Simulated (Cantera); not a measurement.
Charge: 1 mol AlN, 0.011 mol C, 1.3 mol N2, held at 0.128 Torr.

These are equilibrium values from Cantera (NASA tables, ideal gas, pure condensed phases), not measurements of a reactor. Candidate condensed phases: Al, AlN, C; 29 gas species. Ions and electrons are included (thermal ionisation). The numbers say what is thermodynamically allowed, not how fast it happens.

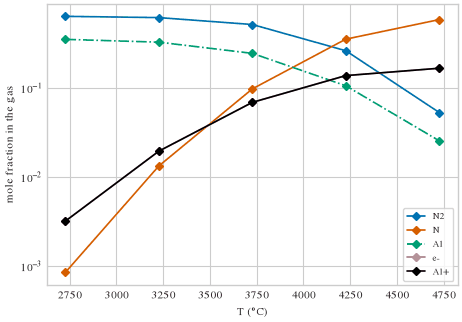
Fig. 1. Equilibrium gas composition (values under 1e-9 drawn at 1e-9)

From 2727 °C to 4727 °C nothing is condensed. The main Al-bearing gas is Al at 2727 °C and Al+ at 4727 °C.
